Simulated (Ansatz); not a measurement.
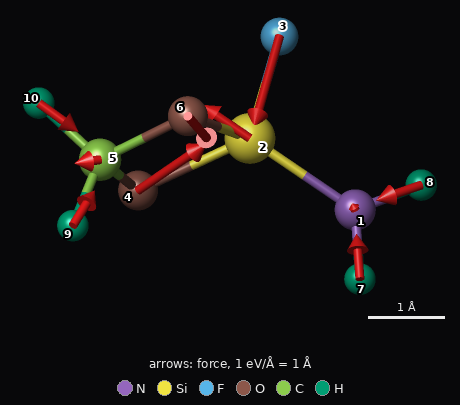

Starting geometry of CH4FNO2Si with the computed forces as red arrows. The picture is a ball-and-stick view, seen at a tilt.

The start comes from PBE-D4/def2-SVP.

All numbers below come from RKS PBE0-D4/def2-TZVP in Ansatz 0.2.0. (force threshold 0.005 eV/Å; at most 150 steps)

> What follows when this structure is relaxed?

It isn't relaxed: the largest force vector, on F3, is 1.47 eV/Å. The final displacements follow the starting forces only in part (cosine between the two patterns 0.64). After 6 accepted moves (7 points after the start) the energy has fallen by 0.125 eV. Largest force component: 1.4 eV/Å at the start, 0.0014 eV/Å at the end. The line search rejected the trial step at point 6 of the run. H8 moves most after the best rigid fit: 0.061 Å. Largest moves by element: H 0.061 Å, F 0.053 Å, N 0.043 Å, O 0.035 Å, C 0.021 Å, Si 0.017 Å. Some distances before and after: Si2–F3 1.626 → 1.583 Å, Si2–O4 1.696 → 1.656 Å, N1–Si2 1.691 → 1.670 Å, C5–H10 1.115 → 1.094 Å.
